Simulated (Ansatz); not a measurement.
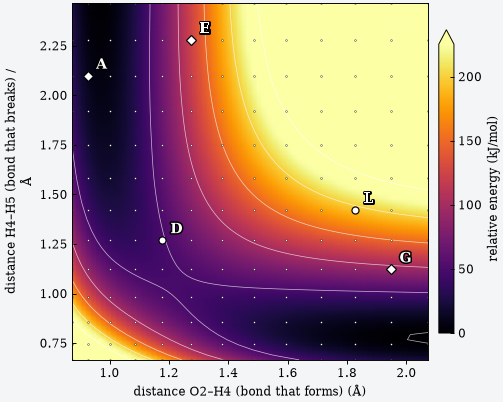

The reacting system ClH3MgO. The first coordinate is: distance O2–H4 (bond that forms); the second: distance H4–H5 (bond that breaks). Relaxed at each point: all other coordinates. Grid: 13 × 13 points. Points are written as (first, second). All energies are given in kJ/mol relative to the lowest grid point. The reference is spin-restricted, so regions where a bond is pulled apart into radicals lie too high. Level of theory: RKS PBE0-D4/def2-SVP (Ansatz 0.2.0).

Drawn: a smooth colour map with a few white contour lines, dots at the grid points, one colour for all values above the top of the scale, lettered points. Between grid points the surface is interpolated.

**Is E the lowest point of the computed grid?**

No. E lies 123 kJ/mol above the lowest grid point, which is at (2.073 Å, 0.747 Å).

**What kind of point is each of D, E, G, L: minimum, saddle, maximum or slope?**

D: on a slope; E: on a slope; G: on a slope; L: on a slope. (In these two coordinates alone; a stationary point may lie a little off the grid point.)
